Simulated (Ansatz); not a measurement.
# One shape, several levels: doublet SiH3Br+

We compute a comparison of 4 runs (UB3LYP/6-31G*, U-r2SCAN/def2-TZVP, UPBE0/def2-TZVP, RPA@PBE0/def2-TZVP) of doublet SiH3Br+. 

The results are computed with Ansatz 0.2.0.

54 further runs of the same task are left out: 1 that didn't finish, 53 set aside as unsound or not needed.

### Step 1. The structure to begin with

The species is SiH3Br+ (5 atoms), meant as a doublet with charge +1. SMILES of the parent species: `[SiH3]Br`. Geometry: relaxed at PBE0-D4/def2-TZVP. That shape belongs to the parent species and isn't relaxed for this state.

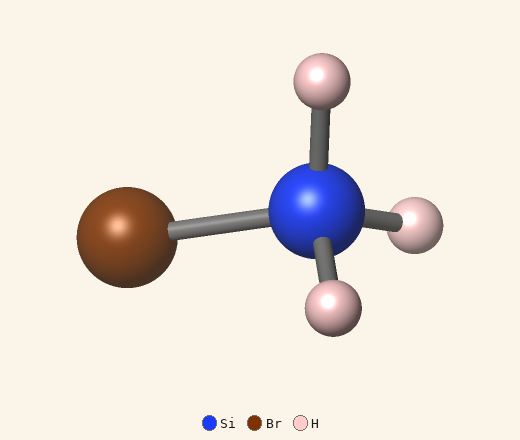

The structure, seen from a chosen angle (silicon blue, bromine brown, hydrogen pink).

### Step 2. A single-point energy at UB3LYP/6-31G(d) (spherical functions) (run 1)

File molecule.yaml:

```yaml
crystal:
  periodic: [false, false, false]
  atoms:
    - {symbol: Si, position_ang: [-0.147420, 0.056100, -0.043220]}
    - {symbol: Br, position_ang: [1.853020, -0.705130, 0.543250]}
    - {symbol: H, position_ang: [-1.064550, -0.105170, 1.107850]}
    - {symbol: H, position_ang: [-0.625550, -0.731350, -1.202270]}
    - {symbol: H, position_ang: [-0.015510, 1.485560, -0.405610]}
basis:
  gaussian:
    orbitals: 6-31G_st_-spherical.json
total_charge: 1
magnetization:
  spin_polarized: true
  initial_magnetization: 1
hamiltonian:
  xc: {name: B3LYP}
accuracy: high
output: {orbitals: {seedname: orbitals}}
```

The basis set 6-31G* is read from a file made from the Basis Set Exchange's data (not shown).

On the command line:

```console
$ ansatz run molecule.yaml --threads 1 --pin off --max-ram 3480MiB --events-out events.jsonl --progress --plain --runs-dir runs
```

The log of the run:

```text
Warning: RAYON_NUM_THREADS=1 ignored (pool sized by the plan → 1); use --threads N
Functional definition: B3LYP
  name "B3LYP"
  parameter a0 = 0.2
  parameter ax = 0.72
  parameter ac = 0.81
  exchange = (1 - a0 - ax)*slater_x + ax*b88_x + a0*exact_x
  correlation = (1 - ac)*vwn_rpa_c + ac*lyp_c
1077 factors; integrals over basis functions are off by at most 4.7e-9 eV
mean field evaluation 1: about -77954.7369 eV, gradient 8.3e0 eV
mean field evaluation 2: about -77955.0807 eV, gradient 6.0e0 eV
mean field evaluation 4: about -77955.2627 eV, gradient 8.3e-1 eV
mean field evaluation 8: about -77955.3631 eV, gradient 2.5e-2 eV
mean field evaluation 16: about -77955.3631 eV, gradient 7.8e-5 eV
mean field evaluation 32: about -77955.3641 eV, gradient 6.5e-6 eV
mean field evaluation 64: about -77955.3514 eV, gradient 5.3e-1 eV
mean field -77955.36406425 eV, -2864.8067893177 hartree, gradient 9.0e-8 eV, S^2 0.753807; 5 other end points of the search recorded, 0 dependent functions left out
reference -77955.36409747 eV, -2864.8067905385 hartree; 26, 25 occupied and 30, 31 virtual orbitals, 1077 factors
Total energy: -77955.36409747 eV, -2864.8067905385 hartree
```

Wall time 27 s (1 thread of Arm Neoverse V2, shared host); peak memory 0.25 GiB.

### Step 3. The energy at U-r2SCAN/def2-TZVP (run 2)

Edit molecule.yaml of step 2 so:

```diff
@@ -10,4 +10,7 @@
   gaussian:
-    orbitals: 6-31G_st_-spherical.json
+    orbitals: def2-TZVP
+hamiltonian:
+  xc: {name: r2SCAN}
 total_charge: 1
+accuracy: high
 magnetization:
@@ -15,5 +18,2 @@
   initial_magnetization: 1
-hamiltonian:
-  xc: {name: B3LYP}
-accuracy: high
 output: {orbitals: {seedname: orbitals}}
```

On the command line:

```console
$ ansatz run molecule.yaml --threads 1 --pin off --max-ram 3480MiB --events-out events.jsonl --progress --plain --runs-dir runs
```

The log of the run, shortened:

```text
Warning: RAYON_NUM_THREADS=1 ignored (pool sized by the plan → 1); use --threads N
Functional definition: r2SCAN
  name "r2SCAN"
[...]
1659 factors; integrals over basis functions are off by at most 4.6e-9 eV
[...]
mean field -77962.08688315 eV, -2865.0538483553 hartree, gradient 1.8e-8 eV, S^2 0.756819; 7 other end points of the search recorded, 0 dependent functions left out
reference -77962.08688615 eV, -2865.0538484654 hartree; 26, 25 occupied and 77, 78 virtual orbitals, 1659 factors
Total energy: -77962.08688615 eV, -2865.0538484654 hartree
```

Run time: 2.6 min. Hardware: 1 thread of Arm Neoverse V2, shared host; peak memory 0.41 GiB.

Run 3 isn't shown in full; the table further down has it.

### Step 4. A single-point energy at RPA@PBE0/def2-TZVP (run 4)

File run.yaml:

```yaml
crystal:
  periodic: [false, false, false]
  atoms:
    - {symbol: Si, position_ang: [-0.147420, 0.056100, -0.043220]}
    - {symbol: Br, position_ang: [1.853020, -0.705130, 0.543250]}
    - {symbol: H, position_ang: [-1.064550, -0.105170, 1.107850]}
    - {symbol: H, position_ang: [-0.625550, -0.731350, -1.202270]}
    - {symbol: H, position_ang: [-0.015510, 1.485560, -0.405610]}
basis:
  gaussian:
    orbitals: def2-TZVP
total_charge: 1
magnetization:
  spin_polarized: true
  initial_magnetization: 1
hamiltonian:
  xc: {name: PBE0}
correlation:
  method: rpa
  frozen_orbitals: {Br: 9, H: 0, Si: 5}
accuracy: high
```

On the command line:

```console
$ ansatz run run.yaml --threads 1 --pin off --max-ram 3480MiB --events-out events.jsonl --progress --plain --runs-dir runs
```

The log of the run, shortened:

```text
Warning: RAYON_NUM_THREADS=1 ignored (pool sized by the plan → 1); use --threads N
Functional definition: PBE0
  name "PBE0"
[...]
1659 factors; integrals over basis functions are off by at most 4.6e-9 eV
[...]
mean field -77951.71699580 eV, -2864.6727620242 hartree, gradient 2.0e-8 eV, S^2 0.755896; 6 other end points of the search recorded, 0 dependent functions left out
14 core orbitals not correlated: weight in the atoms' cores, before any rotation towards them, 1.000 or more for the frozen orbitals, at most 0.000 for the correlated occupied ones
reference -77899.30324273 eV, -2862.7465921261 hartree; 12, 11 occupied and 77, 78 virtual orbitals, 1659 factors
Total energy: -77915.04811688 eV, -2863.3252055790 hartree
```

It took 83 s on 1 thread of Arm Neoverse V2, shared host; peak memory 0.47 GiB.

### Step 5. Overview of the runs

| run | level | frozen core orbitals | energy (Eh) | HOMO energy (eV) | LUMO energy (eV) | ⟨S²⟩ | wall time |
| --- | --- | --- | --- | --- | --- | --- | --- |
| 1 | UB3LYP/6-31G* (spherical functions) | – | -2864.806791 | -15.01 | -13.51 | 0.754 | 27 s |
| 2 | U-r2SCAN/def2-TZVP | – | -2865.053848 | -14.24 | -13.91 | 0.757 | 2.6 min |
| 3 | UPBE0/def2-TZVP | – | -2864.672762 | -15.23 | -13.19 | 0.756 | 81 s |
| 4 | RPA@PBE0/def2-TZVP | 14 | -2863.325206 | – | – | 0.756 | 83 s |

### Step 6. Summary of results

| quantity | value |
| --- | --- |
| run 4: total energy | -2863.32521 Eh |
| run 4: RPA correlation energy (valence) | -578.6 mEh |
| run 4: ⟨S²⟩ of the reference determinant | 0.756 |

**Reading.** Totals of different functionals can't be ranked against each other. All runs together took 5.8 min, the longest 2.6 min.
